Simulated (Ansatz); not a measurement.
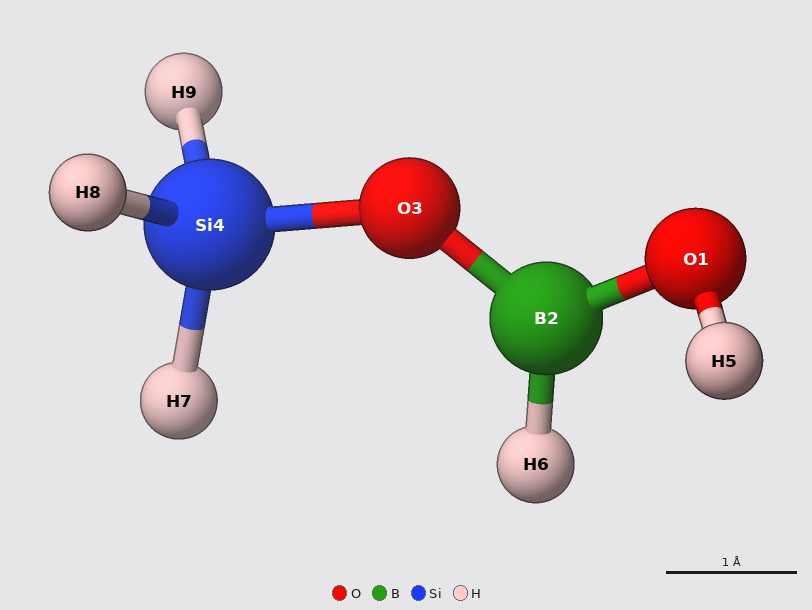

The picture comes from a calculation with Ansatz.

Atoms carry their numbers in the input. Geometry: moved along internal coordinates away from the minimum.

What are the angles B2–O1–H5, O1–B2–O3, O1–B2–H6, O3–B2–H6, B2–O3–Si4, O3–Si4–H7, O3–Si4–H8, O3–Si4–H9?

| angle | degrees |
| --- | --- |
| B2–O1–H5 | 97.5 |
| O1–B2–O3 | 117.6 |
| O1–B2–H6 | 121.2 |
| O3–B2–H6 | 121.2 |
| B2–O3–Si4 | 133.9 |
| O3–Si4–H7 | 110.5 |
| O3–Si4–H8 | 108.5 |
| O3–Si4–H9 | 108.5 |
